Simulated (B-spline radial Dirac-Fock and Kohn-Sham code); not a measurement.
# An X-ray data sheet for Cl¹¹⁺, step by step

Aim: for chlorine as Cl¹¹⁺, compute its X-ray form factor and Compton profile, the binding energy of each subshell, its photoionisation cross sections and the widths and yields of its core holes.

The numbers are computed with B-spline radial Dirac-Fock and Kohn-Sham code (version 2): a free atom or ion on a radial basis; each step names its model.

## Step 1: The atom as given

Cl¹¹⁺, configuration 1s2 2s2 2p2.

- nuclear charge: 17
- electrons: 6
- mass number: 35
- nuclear rms radius: 3.3654 fm

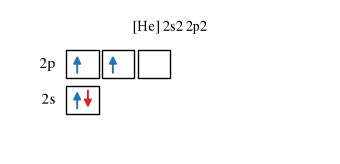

The shells outside the core; arrows follow Hund's rule for the drawing alone (heavy ions are jj-coupled), while the calculation averages over the configuration.

## Step 2: Scattering by the electron cloud

Model: Dirac-Fock average of configuration, finite nucleus; form factor of the spherical density, Waller-Hartree incoherent function, impulse-approximation Compton profiles.

Settings, as recorded:

```ini
task = scatter
Z = 17
charge = 11
configuration = 1s2 2s2 2p2
mass_number = 35
rms_radius = 3.3654  # fm
s = [0.0, 0.05, 0.1, 0.15, 0.2, 0.25, 0.3, 0.35, 0.4, 0.45, 0.5, 0.6, 0.7, 0.8, 0.9, 1.0, 1.1, 1.2, 1.4, 1.6, 1.8, 2.0, 2.5, 3.0, 3.5, 4.0, 5.0, 6.0]  # 1/A
pz = [0, 0.1, 0.2, 0.3, 0.4, 0.5, 0.6, 0.8, 1.0, 1.2, 1.4, 1.6, 1.8, 2.0, 2.5, 3.0, 4.0, 5.0, 7.0, 10.0, 15.0, 20.0, 30.0, 40.0, 60.0, 100.0]  # a.u.
photon_energy = [1000, 5000, 8047.8, 20000, 50000, 200000, 500000, 1000000]  # eV
```

The program writes no log. Results of the run, from its result record (rounded, main fields):

```text
status: converged
form_factor [e]: [6.0, 5.9871, 5.9488, 5.8857, 5.799, 5.6905, 5.5621, 5.4162, 5.2551, 5.0817, 4.8985, 4.5138, 4.1212, 3.7377, 3.3766, 3.047, 2.7537, 2.4984, 2.0963, 1.8158, 1.6235, 1.4889, 1.2714, 1.1046, 0.94683, 0.79868, 0.55164, 0.37633]
incoherent: [1.5385e-12, 0.018978, 0.075337, 0.16738, 0.29238, 0.44676, 0.62624, 0.8261, 1.0414, 1.2672, 1.4988, 1.962, 2.4026, 2.8015, 3.1491, 3.4436, 3.6884, 3.8902, 4.1944, 4.4115, 4.5806, 4.7244, 5.0321, 5.2903, 5.497, 5.6522, 5.8398, 5.9267]
compton_total [1/a.u.]: [0.66995, 0.66941, 0.66781, 0.66515, 0.66146, 0.65675, 0.65106, 0.63691, 0.61938, 0.59893, 0.57603, 0.55124, 0.52506, 0.49803, 0.42969, 0.36489, 0.25857, 0.18621, 0.10848, 0.057316, 0.021484, 0.0084009, 0.0015874, 0.00040068, 4.8539e-05, 3.0346e-06]
shells: ["1s1/2", "2s1/2", "2p1/2", "2p3/2"]
occupation: [2.0, 2.0, 0.66667, 1.3333]
mean_momentum [a.u.]: [14.202, 4.8354, 6.5075, 6.477]
r2 [bohr^2]: 0.69974
r_inverse [1/bohr]: 48.061
r1 [bohr]: 1.6866
coherent [b]: [23.816, 20.976, 17.447, 7.4432, 2.1982, 0.19625, 0.033021, 0.0083245]
incoherent_cross_section [b]: [0.016303, 0.35859, 0.77994, 1.976, 2.6751, 2.3649, 1.722, 1.2639]
radial_jk:
  2p: {"j0": [1.0, 0.99725, 0.98903, 0.97552, 0.95697, 0.9337, 0.90616, 0.8748, 0.84017, 0.80282, 0.76331, 0.68007, 0.59473, 0.51095, 0.43162, 0.35874, 0.29351, 0.23644, 0.14623, 0.08401, 0.043422, 0.018246, -0.0071313, -0.010549, -0.0086246, -0.0061528, -0.0028454, -0.0013291], "j2": [0.0, 0.0011011, 0.0043742, 0.0097303, 0.017026, 0.026067, 0.036621, 0.048422, 0.061184, 0.07461, 0.088402, 0.11595, 0.14175, 0.16421, 0.18226, 0.19536, 0.20347, 0.2069, 0.202, 0.18613, 0.16458, 0.14134, 0.089584, 0.05414, 0.032489, 0.019728, 0.0077547, 0.0033529], "r2": 0.14974, "r4": 0.043399, "r6": 0.020697}
```

Form factor and incoherent function, every second point:

| s (1/Å) | f (e) | f / N | S(s) |
| --- | --- | --- | --- |
| 0 | 6.000 | 1.000 | 0 |
| 0.100 | 5.949 | 0.991 | 0.07534 |
| 0.200 | 5.799 | 0.967 | 0.2924 |
| 0.300 | 5.562 | 0.927 | 0.6262 |
| 0.400 | 5.255 | 0.876 | 1.041 |
| 0.500 | 4.899 | 0.816 | 1.499 |
| 0.700 | 4.121 | 0.687 | 2.403 |
| 0.900 | 3.377 | 0.563 | 3.149 |
| 1.10 | 2.754 | 0.459 | 3.688 |
| 1.40 | 2.096 | 0.349 | 4.194 |
| 1.80 | 1.624 | 0.271 | 4.581 |
| 2.50 | 1.271 | 0.212 | 5.032 |
| 3.50 | 0.9468 | 0.158 | 5.497 |
| 5.00 | 0.5516 | 0.092 | 5.840 |

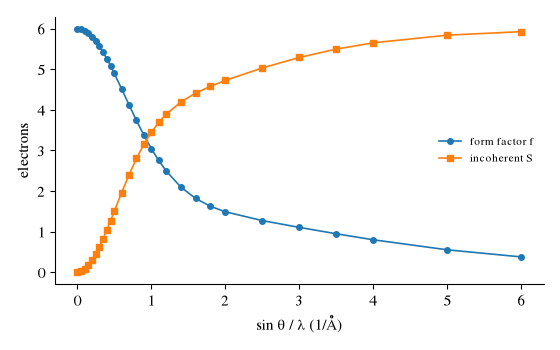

Form factor and incoherent scattering function.

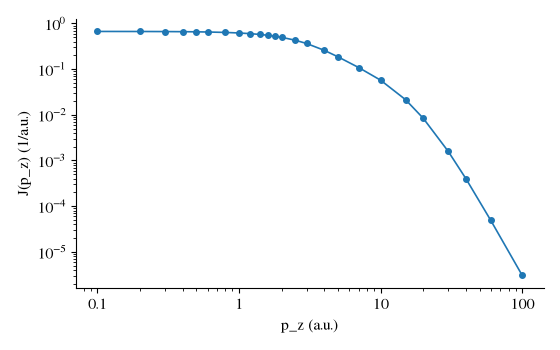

Compton profile, summed over all shells.

## Step 3: Core and valence levels

Model: Dirac-Fock average of configuration, Delta-SCF, finite nucleus, first-order Breit with its frequency dependence, self-energy and vacuum polarisation.

Recorded inputs:

```ini
task = binding
```

The program writes no log. Results of the run, from its result record (rounded, main fields):

```text
status: converged
shells: ["K", "L1", "L2,3"]
total_energy_parts [Ha]: [-382.38808, 0.0890937227, -0.00433831972, -3.98856316e-05, 0.0772437701, -0.0052262707]
koopmans [eV]: [3311.58, 628.162, 589.421]
dirac_coulomb [eV]: [3301.87, 627.256, 588.278]
gaunt [eV]: [-1.92961, -0.154262, -0.199618]
retardation [eV]: [0.0493304, 0.0102025, 0.0392051]
breit_frequency [eV]: [0.000409382, -0.000172771, 0.000620349]
self_energy [eV]: [-0.891497, -0.09011, 0.0111998]
vacuum_polarisation [eV]: [0.060847, 0.00579251, -0.000818897]
binding [eV]: [3299.16, 627.028, 588.129]
mean_radius [bohr]: [0.090277, 0.401755, 0.351804]
```

total_energy_parts: Dirac-Coulomb, Gaunt, retardation, frequency dependence, self-energy, vacuum polarisation. 

Each level as Koopmans' value plus corrections (eV):

| level | -ε | relaxation | Breit | QED | binding |
| --- | --- | --- | --- | --- | --- |
| K (1s) | 3311.6 | -9.71 | -1.88 | -0.83 | 3299.2 |
| L1 (2s) | 628.2 | -0.91 | -0.14 | -0.08 | 627.0 |
| L2,3 (2p) | 589.4 | -1.14 | -0.16 | 0.01 | 588.1 |

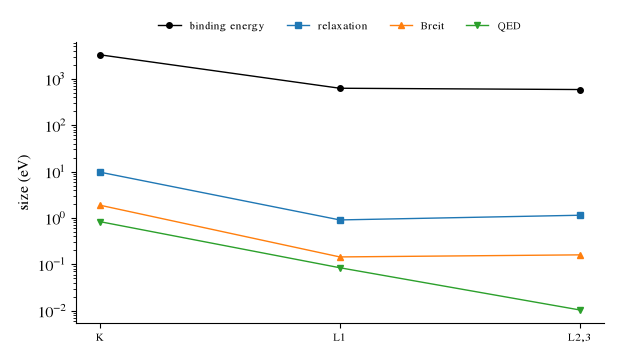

Binding energies and the sizes of their corrections, level by level (signs dropped).

## Step 4: Photoionisation

Model: independent-particle photoionisation: Dirac-Hartree-Slater potential of the initial state with a Latter tail for bound and continuum orbitals, all multipoles in the length form, thresholds from Dirac-Fock Delta-SCF.

Settings, as recorded:

```ini
task = photo
photon_energy = [33.4, 49.5, 80, 158.0, 600, 1253.6, 1486.9, 2000, 2720.0, 3150.0, 9380.0, 11900.0, 12000, 16800.0, 80000, 150000]  # eV
```

The program writes no log. Results of the run, from its result record (rounded, main fields):

```text
status: converged
shells: ["K", "L1", "L2", "L3"]
occupation: [2.0, 2.0, 0.667, 1.33]
threshold [eV]: [3299.16, 627.028, 589.601, 587.393]
sigma [Mb]:
  - ["K", "-", "-", "-", "-", "-", "-", "-", "-", "-", "-", 0.00374, 0.00187, 0.00183, 0.000676, 5.36e-06, 7.28e-07]
  - ["L1", "-", "-", "-", "-", "-", 0.0444, 0.0307, 0.0157, 0.00753, 0.00528, 0.000311, 0.00016, 0.000156, 5.99e-05, 5.13e-07, 7.07e-08]
  - ["L2", "-", "-", "-", "-", 0.0796, 0.00882, 0.00508, 0.00192, 0.000689, 0.000423, 8.92e-06, 3.76e-06, 3.65e-06, 1.02e-06, 2.4e-09, 2.24e-10]
  - ["L3", "-", "-", "-", "-", 0.157, 0.0173, 0.00996, 0.00374, 0.00134, 0.000821, 1.7e-05, 7.13e-06, 6.92e-06, 1.92e-06, 4.17e-09, 3.7e-10]
beta_dipole:
  - ["K", "-", "-", "-", "-", "-", "-", "-", "-", "-", "-", 2.0, 2.0, 2.0, 2.0, 1.98, 1.94]
  - ["L1", "-", "-", "-", "-", "-", 2.0, 2.0, 2.0, 2.0, 2.0, 2.0, 2.0, 2.0, 2.0, 1.98, 1.94]
  - ["L2", "-", "-", "-", "-", 1.44, 1.31, 1.24, 1.1, 0.948, 0.876, 0.416, 0.351, 0.349, 0.253, -0.0723, -0.248]
  - ["L3", "-", "-", "-", "-", 1.45, 1.32, 1.25, 1.1, 0.947, 0.873, 0.389, 0.316, 0.314, 0.203, -0.275, -0.56]
```

Rows start with the subshell; columns follow the photon energies; blanks lie below or just at threshold.

Totals and shares by shell:

```
hν (eV)  total (kb)  K (%)  L (%)
 600.00         237      -  100.0
 1253.6        70.6      -  100.0
 1486.9        45.8      -  100.0
 2000.0        21.3      -  100.0
 2720.0        9.55      -  100.0
 3150.0        6.53      -  100.0
 9380.0        4.07   91.7    8.3
  11900        2.04   91.6    8.4
  12000        1.99   91.6    8.4
  16800       0.739   91.5    8.5
  80000     0.00588   91.2    8.8
 150000    7.99e-04   91.1    8.9
```

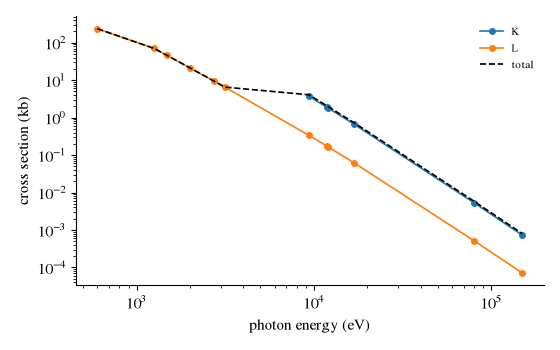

Photoionisation by shell at the energies asked; lines only join the points and miss the jumps at edges.

## Step 5: Decay of the holes

Model: independent-particle rates: relativistic LDA orbitals of the hole state, multipoles to L = 3 (length form), Coulomb Auger matrix elements with a Latter-tail continuum; energies from Dirac-Fock.

Settings, as recorded:

```ini
task = decay
holes = ["K", "L1"]
```

The program writes no log. Results of the run, from its result record (rounded, main fields):

```text
status: converged
K:
  width_radiative: 0.023691
  width_radiative_velocity: 0.024904
  width_nonradiative: 0.14495
  coster_kronig: {}
  radiative: [["L3", 2711.8, 0.015753], ["L2", 2709.6, 0.0079378], ["L1", 2672.1, 2.0798e-09]]
  auger: [["L1L1", 1984.9, 0.053328], ["L1L3", 2027.2, 0.039517], ["L1L2", 2025.0, 0.020519], ["L2L3", 2055.1, 0.019571], ["L3L3", 2057.4, 0.011202], ["L2L2", 2052.9, 0.0008086]]
L1:
  width_radiative: 1.7508e-06
  width_radiative_velocity: 2.0081e-06
  width_nonradiative: 0
  coster_kronig: {}
  radiative: [["L3", 39.635, 1.2345e-06], ["L2", 37.426, 5.1634e-07]]
  auger: []
```

All in eV. For each hole the six strongest lines (shell, energy, width) and Auger groups (final holes, energy, width) are shown.

How each hole decays (widths in eV):

```csv
hole,radiative,Auger,Coster-Kronig,total,yield,lifetime (fs)
K (1s),0.0237,0.145,0,0.169,0.140,3.90
L1 (2s),1.75e-06,0,0,1.75e-06,1.00,376000
```

## Step 6: Summary of results

```
                                quantity                       value
        rms radius of the electron cloud                  0.342 bohr
                   form factor halves at                     1.0 1/Å
                 Compton profile at zero               0.6699 1/a.u.
            deepest level listed, K (1s)                   3299.2 eV
                  least bound, L2,3 (2p)                    588.1 eV
ionisation energy, NIST (semi-empirical)                  591.580 eV
                      total at 1486.9 eV                     45.8 kb
         strongest subshell at 1486.9 eV  L1 (2s), 30.7 kb, β = 2.00
                    K hole: width, yield             0.169 eV, 0.140
                            its lifetime                     3.90 fs
                      its strongest line       Kα1 (K-L3), 2711.8 eV
```

The form factor starts at the 6 electrons and halves by s = 1.0 1/Å. Incoherent scattering outweighs coherent from 50.0 keV on, among the energies asked. For K (1s), relaxation takes off 9.71 eV, Breit terms shift it by -1.88 and QED by -0.83 eV. NIST's ionisation energy differs by +3.45 eV from the least binding energy; the calculation averages open shells over their j components and terms. L1 (2s) leads at 1486.9 eV with 67 % of the total, and the K shell holds 91 % at 150000 eV. With a yield of 0.14, electron emission is the main way out for the K hole, in 3.9 fs. The Hartree-Fock and Dirac-Fock values hold no electron correlation.
